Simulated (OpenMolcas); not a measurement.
**Run report: CH$_{5}$AlO$_{2}$ (charge +1), single-point calculation (part 2 of 4)**

CH$_{5}$AlO$_{2}$, charge +1, multiplicity 2; BHLYP/def2-SVP, UKS (OpenMolcas 26.06). The geometry is that of the parent species in another charge or spin state. The geometry comes from this level: PBE0-D4/def2-TZVP.

Geometry of the input (Å):
```
C  -0.0251  1.1098  -1.0341
Al -0.0013  -0.3029  0.2856
O  0.9577  -1.6729  -0.0067
O  -0.9337  -0.1316  1.6941
H  -0.2270  0.7124  -2.0323
H  -0.7806  1.8635  -0.8037
H  0.9458  1.6112  -1.0847
H  1.0483  -2.4223  0.5773
H  -0.9841  -0.7672  2.4045
```

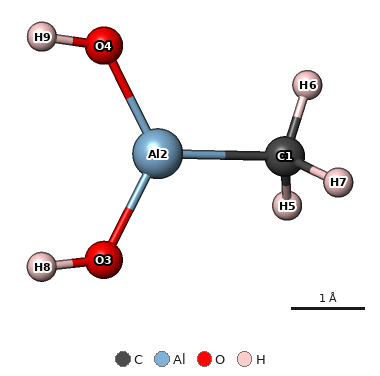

Figure 1. The structure (ball-and-stick view, seen at a tilt; atoms are numbered from 1 in the order of the input). Sticks mark near contacts.

### Output, continued
```
      Basis set list:
        1 C1     1s                 18 AL2    1s                 35 O3     1s                 52 O4     2py                69 H6     2py
        2 C1     1s                 19 AL2    2px                36 O3     2px                53 O4     2py                70 H6     2pz
        3 C1     1s                 20 AL2    2px                37 O3     2px                54 O4     2pz                71 H7     1s
        4 C1     2px                21 AL2    2px                38 O3     2py                55 O4     2pz                72 H7     1s
        5 C1     2px                22 AL2    2py                39 O3     2py                56 O4     3d2-               73 H7     2px
        6 C1     2py                23 AL2    2py                40 O3     2pz                57 O4     3d1-               74 H7     2py
        7 C1     2py                24 AL2    2py                41 O3     2pz                58 O4     3d0                75 H7     2pz
        8 C1     2pz                25 AL2    2pz                42 O3     3d2-               59 O4     3d1+               76 H8     1s
        9 C1     2pz                26 AL2    2pz                43 O3     3d1-               60 O4     3d2+               77 H8     1s
       10 C1     3d2-               27 AL2    2pz                44 O3     3d0                61 H5     1s                 78 H8     2px
       11 C1     3d1-               28 AL2    3d2-               45 O3     3d1+               62 H5     1s                 79 H8     2py
       12 C1     3d0                29 AL2    3d1-               46 O3     3d2+               63 H5     2px                80 H8     2pz
       13 C1     3d1+               30 AL2    3d0                47 O4     1s                 64 H5     2py                81 H9     1s
       14 C1     3d2+               31 AL2    3d1+               48 O4     1s                 65 H5     2pz                82 H9     1s
       15 AL2    1s                 32 AL2    3d2+               49 O4     1s                 66 H6     1s                 83 H9     2px
       16 AL2    1s                 33 O3     1s                 50 O4     2px                67 H6     1s                 84 H9     2py
       17 AL2    1s                 34 O3     1s                 51 O4     2px                68 H6     2px                85 H9     2pz

  Index Energy  Occupation Coefficients ...

    1  -57.2479    1.0000         15 AL2    1s     ( 0.995),

    2  -19.8566    1.0000         47 O4     1s     ( 0.989),

    3  -19.8557    1.0000         33 O3     1s     (-0.989),

    4  -10.9091    1.0000          1 C1     1s     ( 0.989),

    5   -4.7037    1.0000         16 AL2    1s     ( 1.023),

    6   -3.1724    1.0000         22 AL2    2py    (-0.715),    25 AL2    2pz    ( 0.677),

    7   -3.1711    1.0000         19 AL2    2px    ( 0.761),    22 AL2    2py    ( 0.444),    25 AL2    2pz    ( 0.444),

    8   -3.1666    1.0000         19 AL2    2px    (-0.627),    22 AL2    2py    ( 0.513),    25 AL2    2pz    ( 0.561),

    9   -1.2813    1.0000         34 O3     1s     ( 0.383),    35 O3     1s     ( 0.228),    47 O4     1s     ( 0.207),    48 O4     1s     ( 0.410),
                                  49 O4     1s     ( 0.242),

   10   -1.2706    1.0000         33 O3     1s     (-0.210),    34 O3     1s     (-0.418),    35 O3     1s     (-0.236),    48 O4     1s     ( 0.393),
                                  49 O4     1s     ( 0.220),

   11   -1.1096    1.0000          2 C1     1s     ( 0.539),

   12   -0.7996    1.0000         16 AL2    1s     (-0.245),    17 AL2    1s     (-0.429),    38 O3     2py    (-0.257),    54 O4     2pz    ( 0.256),

   13   -0.7775    1.0000          4 C1     2px    (-0.246),     6 C1     2py    ( 0.208),     8 C1     2pz    ( 0.215),    38 O3     2py    (-0.184),
                                  54 O4     2pz    (-0.171),    61 H5     1s     (-0.176),    66 H6     1s     ( 0.283),    76 H8     1s     ( 0.146),

   14   -0.7689    1.0000          4 C1     2px    ( 0.367),     6 C1     2py    ( 0.206),     8 C1     2pz    ( 0.221),    61 H5     1s     (-0.277),
                                  71 H7     1s     ( 0.328),

   15   -0.7510    1.0000          4 C1     2px    (-0.180),     6 C1     2py    ( 0.149),     8 C1     2pz    ( 0.160),    38 O3     2py    ( 0.267),
                                  52 O4     2py    (-0.146),    54 O4     2pz    ( 0.263),    61 H5     1s     (-0.136),    66 H6     1s     ( 0.214),
                                  76 H8     1s     (-0.200),    81 H9     1s     ( 0.203),

   16   -0.7237    1.0000          6 C1     2py    ( 0.338),     8 C1     2pz    (-0.317),    38 O3     2py    ( 0.193),    54 O4     2pz    (-0.187),

   17   -0.6248    1.0000         17 AL2    1s     (-0.211),    36 O3     2px    ( 0.223),    40 O3     2pz    (-0.321),    41 O3     2pz    (-0.222),
                                  50 O4     2px    (-0.235),    51 O4     2px    (-0.164),    52 O4     2py    ( 0.314),    53 O4     2py    ( 0.217),

   18   -0.5941    1.0000         36 O3     2px    ( 0.314),    37 O3     2px    ( 0.232),    38 O3     2py    ( 0.181),    40 O3     2pz    ( 0.184),
                                  50 O4     2px    ( 0.321),    51 O4     2px    ( 0.238),    52 O4     2py    ( 0.187),    54 O4     2pz    ( 0.190),

   19   -0.5778    1.0000         36 O3     2px    (-0.258),    37 O3     2px    (-0.177),    40 O3     2pz    ( 0.344),    41 O3     2pz    ( 0.247),
                                  50 O4     2px    (-0.275),    51 O4     2px    (-0.190),    52 O4     2py    ( 0.314),    53 O4     2py    ( 0.226),

   20   -0.5722    1.0000         36 O3     2px    (-0.348),    37 O3     2px    (-0.270),    38 O3     2py    (-0.195),    40 O3     2pz    (-0.194),
                                  50 O4     2px    ( 0.329),    51 O4     2px    ( 0.255),    52 O4     2py    ( 0.200),    54 O4     2pz    ( 0.200),

   21   -0.1762    0.0000          3 C1     1s     (-0.886),    18 AL2    1s     ( 1.165),

   22   -0.1633    0.0000         20 AL2    2px    (-0.301),    21 AL2    2px    (-0.563),    24 AL2    2py    (-0.328),    27 AL2    2pz    (-0.331),
                                  62 H5     1s     (-0.325),    72 H7     1s     ( 0.327),

   23   -0.0886    0.0000         67 H6     1s     ( 1.186),

   24   -0.0868    0.0000          3 C1     1s     (-1.931),    62 H5     1s     ( 0.998),    72 H7     1s     ( 0.977),

   25   -0.0594    0.0000          5 C1     2px    ( 0.895),    62 H5     1s     ( 1.369),    72 H7     1s     (-1.504),

   26   -0.0470    0.0000         62 H5     1s     (-0.779),    67 H6     1s     ( 1.514),

   27   -0.0244    0.0000          3 C1     1s     (-0.654),     9 C1     2pz    ( 0.516),    17 AL2    1s     (-0.818),    24 AL2    2py    (-0.563),
                                  27 AL2    2pz    ( 0.445),    62 H5     1s     ( 0.741),    72 H7     1s     ( 0.867),    77 H8     1s     ( 0.575),
                                  82 H9     1s     ( 0.566),

   28    0.0208    0.0000         17 AL2    1s     ( 1.287),    18 AL2    1s     (-1.466),    24 AL2    2py    ( 0.863),    77 H8     1s     ( 1.531),

   29    0.0210    0.0000         17 AL2    1s     ( 1.071),    18 AL2    1s     (-1.165),    27 AL2    2pz    (-0.800),    82 H9     1s     ( 1.509),

   30    0.0488    0.0000         17 AL2    1s     ( 1.494),    18 AL2    1s     (-1.446),    24 AL2    2py    (-1.210),    27 AL2    2pz    ( 1.173),
                                  62 H5     1s     ( 0.863),    67 H6     1s     ( 0.925),    72 H7     1s     ( 0.843),

   31    0.1533    0.0000         20 AL2    2px    (-0.831),    21 AL2    2px    ( 0.883),    23 AL2    2py    (-0.477),    24 AL2    2py    ( 0.497),
                                  26 AL2    2pz    (-0.498),    27 AL2    2pz    ( 0.539),    62 H5     1s     ( 0.540),    72 H7     1s     (-0.645),

   32    0.1995    0.0000         20 AL2    2px    ( 0.485),    21 AL2    2px    (-0.914),    24 AL2    2py    ( 0.769),    27 AL2    2pz    ( 0.788),
                                  62 H5     1s     ( 0.478),    67 H6     1s     (-0.752),

   33    0.2143    0.0000          5 C1     2px    (-0.462),     7 C1     2py    (-0.418),    20 AL2    2px    ( 0.487),    26 AL2    2pz    ( 0.432),
                                  31 AL2    3d1+   ( 0.293),    61 H5     1s     (-0.394),    71 H7     1s     ( 0.572),

   34    0.2192    0.0000          7 C1     2py    (-0.841),     9 C1     2pz    ( 0.918),    18 AL2    1s     (-1.320),    23 AL2    2py    (-0.905),
                                  26 AL2    2pz    ( 0.738),

   35    0.3010    0.0000          3 C1     1s     ( 1.697),     7 C1     2py    (-1.186),     9 C1     2pz    ( 1.016),    24 AL2    2py    (-1.699),
                                  27 AL2    2pz    ( 1.644),

--

      All orbitals with orbital energies smaller than  E(LUMO)+0.5 are printed

++    Molecular orbitals:
      -------------------

      Title: UKS-DFT orbitals (beta)

      Molecular orbitals for symmetry species 1: a

      Basis set list:
        1 C1     1s                 18 AL2    1s                 35 O3     1s                 52 O4     2py                69 H6     2py
        2 C1     1s                 19 AL2    2px                36 O3     2px                53 O4     2py                70 H6     2pz
        3 C1     1s                 20 AL2    2px                37 O3     2px                54 O4     2pz                71 H7     1s
        4 C1     2px                21 AL2    2px                38 O3     2py                55 O4     2pz                72 H7     1s
        5 C1     2px                22 AL2    2py                39 O3     2py                56 O4     3d2-               73 H7     2px
        6 C1     2py                23 AL2    2py                40 O3     2pz                57 O4     3d1-               74 H7     2py
        7 C1     2py                24 AL2    2py                41 O3     2pz                58 O4     3d0                75 H7     2pz
        8 C1     2pz                25 AL2    2pz                42 O3     3d2-               59 O4     3d1+               76 H8     1s
        9 C1     2pz                26 AL2    2pz                43 O3     3d1-               60 O4     3d2+               77 H8     1s
       10 C1     3d2-               27 AL2    2pz                44 O3     3d0                61 H5     1s                 78 H8     2px
       11 C1     3d1-               28 AL2    3d2-               45 O3     3d1+               62 H5     1s                 79 H8     2py
       12 C1     3d0                29 AL2    3d1-               46 O3     3d2+               63 H5     2px                80 H8     2pz
       13 C1     3d1+               30 AL2    3d0                47 O4     1s                 64 H5     2py                81 H9     1s
       14 C1     3d2+               31 AL2    3d1+               48 O4     1s                 65 H5     2pz                82 H9     1s
       15 AL2    1s                 32 AL2    3d2+               49 O4     1s                 66 H6     1s                 83 H9     2px
       16 AL2    1s                 33 O3     1s                 50 O4     2px                67 H6     1s                 84 H9     2py
       17 AL2    1s                 34 O3     1s                 51 O4     2px                68 H6     2px                85 H9     2pz

  Index Energy  Occupation Coefficients ...

    1  -57.2462    1.0000         15 AL2    1s     ( 0.995),

    2  -19.8554    1.0000         47 O4     1s     ( 0.989),

    3  -19.8546    1.0000         33 O3     1s     (-0.989),

    4  -10.8963    1.0000          1 C1     1s     ( 0.989),

    5   -4.7013    1.0000         16 AL2    1s     ( 1.023),

    6   -3.1701    1.0000         19 AL2    2px    ( 0.761),    22 AL2    2py    ( 0.437),    25 AL2    2pz    ( 0.450),

    7   -3.1661    1.0000         22 AL2    2py    (-0.720),    25 AL2    2pz    ( 0.672),

    8   -3.1657    1.0000         19 AL2    2px    ( 0.627),    22 AL2    2py    (-0.511),    25 AL2    2pz    (-0.563),

    9   -1.2774    1.0000         34 O3     1s     ( 0.386),    35 O3     1s     ( 0.230),    47 O4     1s     ( 0.205),    48 O4     1s     ( 0.405),
                                  49 O4     1s     ( 0.241),

   10   -1.2669    1.0000         33 O3     1s     (-0.208),    34 O3     1s     (-0.414),    35 O3     1s     (-0.235),    48 O4     1s     ( 0.395),
                                  49 O4     1s     ( 0.223),

   11   -1.0529    1.0000          1 C1     1s     (-0.254),     2 C1     1s     ( 0.504),

   12   -0.7765    1.0000         16 AL2    1s     (-0.220),    17 AL2    1s     (-0.393),    38 O3     2py    (-0.302),    54 O4     2pz    ( 0.307),
                                  76 H8     1s     ( 0.240),    81 H9     1s     ( 0.249),

   13   -0.7663    1.0000          4 C1     2px    (-0.221),     6 C1     2py    ( 0.185),     8 C1     2pz    ( 0.194),    38 O3     2py    (-0.216),
                                  54 O4     2pz    (-0.188),    61 H5     1s     (-0.162),    66 H6     1s     ( 0.260),    76 H8     1s     ( 0.171),
                                  81 H9     1s     (-0.154),

   14   -0.7554    1.0000          4 C1     2px    ( 0.360),     6 C1     2py    ( 0.204),     8 C1     2pz    ( 0.216),    61 H5     1s     (-0.279),
                                  71 H7     1s     ( 0.332),

   15   -0.7407    1.0000          4 C1     2px    (-0.202),     6 C1     2py    ( 0.168),     8 C1     2pz    ( 0.179),    38 O3     2py    ( 0.242),
                                  52 O4     2py    (-0.139),    54 O4     2pz    ( 0.238),    61 H5     1s     (-0.155),    66 H6     1s     ( 0.246),
                                  76 H8     1s     (-0.184),    81 H9     1s     ( 0.186),

   16   -0.6235    1.0000         17 AL2    1s     (-0.248),    36 O3     2px    ( 0.220),    40 O3     2pz    (-0.323),    41 O3     2pz    (-0.223),
                                  50 O4     2px    (-0.229),    51 O4     2px    (-0.161),    52 O4     2py    ( 0.314),    53 O4     2py    ( 0.216),

   17   -0.5930    1.0000         36 O3     2px    ( 0.314),    37 O3     2px    ( 0.233),    38 O3     2py    ( 0.181),    40 O3     2pz    ( 0.184),
                                  50 O4     2px    ( 0.321),    51 O4     2px    ( 0.238),    52 O4     2py    ( 0.185),    54 O4     2pz    ( 0.190),

   18   -0.5744    1.0000         36 O3     2px    (-0.265),    37 O3     2px    (-0.183),    40 O3     2pz    ( 0.335),    41 O3     2pz    ( 0.242),
                                  50 O4     2px    (-0.269),    51 O4     2px    (-0.187),    52 O4     2py    ( 0.315),    53 O4     2py    ( 0.229),

   19   -0.5709    1.0000         36 O3     2px    (-0.342),    37 O3     2px    (-0.266),    38 O3     2py    (-0.197),    40 O3     2pz    (-0.200),
                                  50 O4     2px    ( 0.334),    51 O4     2px    ( 0.259),    52 O4     2py    ( 0.194),    54 O4     2pz    ( 0.197),

   20   -0.4539    0.0000          3 C1     1s     (-0.157),     6 C1     2py    ( 0.308),     7 C1     2py    ( 0.209),     8 C1     2pz    (-0.290),
                                   9 C1     2pz    (-0.200),    16 AL2    1s     (-0.159),    17 AL2    1s     (-0.247),    23 AL2    2py    (-0.167),
                                  26 AL2    2pz    ( 0.157),

   21   -0.1638    0.0000          3 C1     1s     (-1.060),    18 AL2    1s     ( 1.209),

   22   -0.1563    0.0000         20 AL2    2px    (-0.294),    21 AL2    2px    (-0.588),    24 AL2    2py    (-0.342),    27 AL2    2pz    (-0.345),

   23   -0.0799    0.0000          3 C1     1s     (-1.944),

   24   -0.0775    0.0000         21 AL2    2px    ( 0.540),    24 AL2    2py    (-0.504),    27 AL2    2pz    (-0.424),    35 O3     1s     (-0.586),
                                  49 O4     1s     ( 0.435),    62 H5     1s     (-0.548),    67 H6     1s     ( 0.827),

   25   -0.0521    0.0000          5 C1     2px    ( 0.925),    62 H5     1s     ( 1.412),    72 H7     1s     (-1.550),

   26   -0.0434    0.0000         62 H5     1s     (-0.868),    67 H6     1s     ( 1.641),

   27   -0.0106    0.0000          3 C1     1s     (-0.837),     9 C1     2pz    ( 0.512),    17 AL2    1s     (-0.487),    18 AL2    1s     (-0.774),
                                  62 H5     1s     ( 0.787),    72 H7     1s     ( 0.942),    77 H8     1s     ( 0.767),    82 H9     1s     ( 0.820),

   28    0.0235    0.0000         21 AL2    2px    (-0.613),    77 H8     1s     ( 1.223),    82 H9     1s     (-1.089),

   29    0.0331    0.0000         17 AL2    1s     ( 1.953),    18 AL2    1s     (-1.770),

--

++    Molecular charges:
      ------------------

      Mulliken charges per centre and basis function type
      ---------------------------------------------------

                            C1                      AL2                     O3                      O4                      H5                      H6
                     alpha        beta       alpha        beta       alpha        beta       alpha        beta       alpha        beta       alpha        beta
      1s           1.6148      1.5944      2.3070      2.2735      1.8491      1.8470      1.8494      1.8473      0.3891      0.3832      0.3884      0.3813
      2px          0.5820      0.5719      1.1543      1.1569      0.8756      0.8696      0.8788      0.8713      0.0026      0.0025      0.0062      0.0051
      2pz          0.6173      0.3093      1.2056      1.1389      0.8261      0.8262      0.7043      0.6856      0.0088      0.0092      0.0031      0.0010
      2py          0.6211      0.2758      1.2104      1.1339      0.6928      0.6746      0.8109      0.8110      0.0041      0.0009      0.0060      0.0064
      3d2+         0.0014      0.0010      0.0412      0.0338      0.0005      0.0004      0.0008      0.0008      0.0000      0.0000      0.0000      0.0000
      3d1+         0.0006      0.0005      0.0323      0.0295      0.0004      0.0004      0.0004      0.0004      0.0000      0.0000      0.0000      0.0000
      3d0          0.0017      0.0020      0.0432      0.0406      0.0005      0.0005      0.0002      0.0002      0.0000      0.0000      0.0000      0.0000
      3d1-         0.0027      0.0012      0.0630      0.0327      0.0014      0.0013      0.0013      0.0012      0.0000      0.0000      0.0000      0.0000
      3d2-         0.0023      0.0026      0.0331      0.0309      0.0004      0.0003      0.0003      0.0003      0.0000      0.0000      0.0000      0.0000
      Total        3.4439      2.7587      6.0900      5.8708      4.2467      4.2202      4.2464      4.2182      0.4046      0.3958      0.4037      0.3939
      Total              6.2026                 11.9609                  8.4670                  8.4646                  0.8004                  0.7975

      Charge           -0.2026                  1.0391                 -0.4670                 -0.4646                  0.1996                  0.2025

                            H7                      H8                      H9
                     alpha        beta       alpha        beta       alpha        beta
      1s           0.3894      0.3842      0.3440      0.3371      0.3438      0.3370
      2px          0.0086      0.0068      0.0083      0.0082      0.0082      0.0082
      2pz          0.0028      0.0017      0.0125      0.0123      0.0144      0.0145
      2py          0.0042      0.0042      0.0151      0.0151      0.0133      0.0130
      3d2+         0.0000      0.0000      0.0000      0.0000      0.0000      0.0000
      3d1+         0.0000      0.0000      0.0000      0.0000      0.0000      0.0000
      3d0          0.0000      0.0000      0.0000      0.0000      0.0000      0.0000
      3d1-         0.0000      0.0000      0.0000      0.0000      0.0000      0.0000
      3d2-         0.0000      0.0000      0.0000      0.0000      0.0000      0.0000
      Total        0.4050      0.3969      0.3799      0.3727      0.3797      0.3727
      Total              0.8020                  0.7526                  0.7524

      Charge            0.1980                  0.2474                  0.2476

      Total electronic charge=   39.000000
```
